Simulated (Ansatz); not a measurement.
CuO$_{2}$ (charge −1, triplet)

Input

```
crystal:
  periodic: [false, false, false]
  atoms:
    - {symbol: Cu, position_ang: [0.000421, -0.000400, 0.001418]}
    - {symbol: O, position_ang: [1.198906, -0.990633, -0.639255]}
    - {symbol: O, position_ang: [-1.199327, 0.991043, 0.637837]}
basis:
  gaussian: {orbitals: def2-TZVPD, initial_orbitals: start.molden}
total_charge: -1
magnetization: {spin_polarized: true, initial_magnetization: 2}
hamiltonian: {xc: pbe0, dispersion: d4}
output: {orbitals: {seedname: orbitals}}
```

Launched as:

```sh
ansatz run in.yaml --threads 4 --pin off --events-out ev --progress --plain --max-ram 3916MiB
```

Geometry: r2SCAN-D4/def2-TZVPD.

Theory: UKS PBE0-D4/def2-TZVPD in Ansatz 0.2.0.

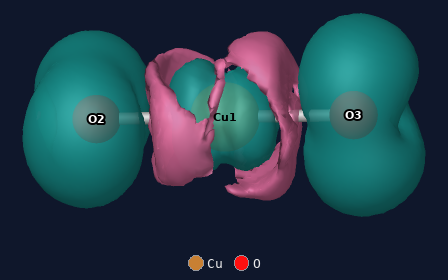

Figure 1. Isosurfaces of the spin density at +0.015 (teal) and −0.015 e/Å³ (pink), seen from one side.

Q: Which atoms carry the spin?

A: The unpaired spin (2 electrons) lies mostly on O2 (about 0.8), O3 (about 0.8) and Cu1 (about 0.4), in electrons by Hirshfeld's partition.

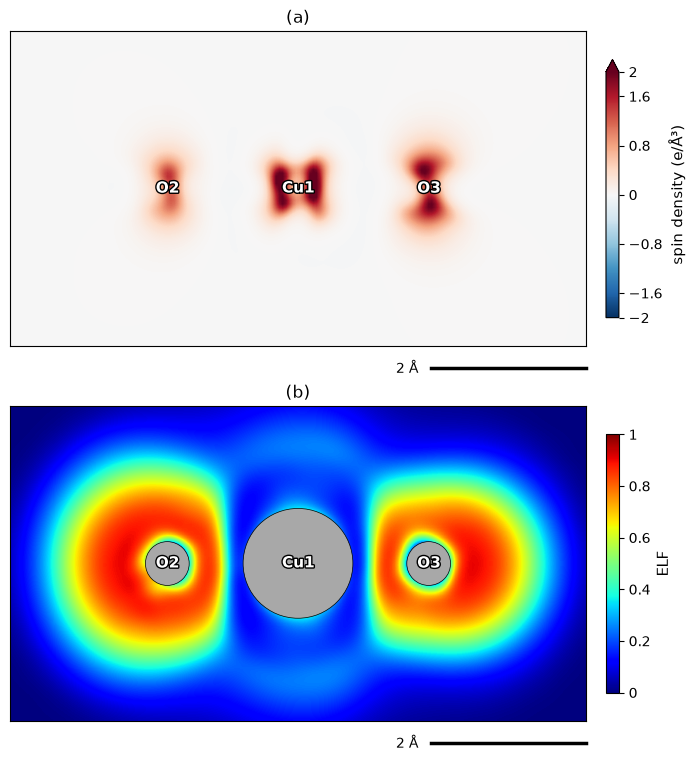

Figure 2. (a) spin density; (b) electron localisation function on a plane that holds the molecular axis. Grey discs cover the atomic cores in the ELF map.

Q: What does the map show?

A: The plane passes through Cu and O nuclei.
Cu–O (1.68 Å): the ELF peaks at about 0.85 in the valence shell of O, 0.5 Å from its nucleus, and is about 0.25 at the midpoint.

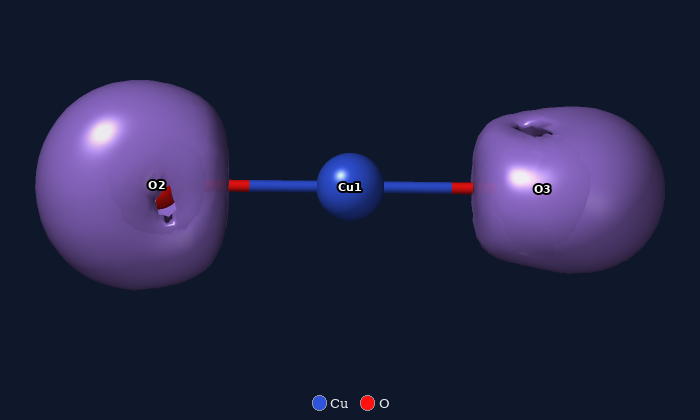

Figure 3. Isosurface of the ELF at 0.75 (purple), seen from one side. Only the valence region is drawn (cores and ρ < 0.01 e/Å³ removed).

Q: Identify the bonds, lone pairs and shells in this picture.

A: The surface consists of two regions wrapped around O (the valence shell of each).
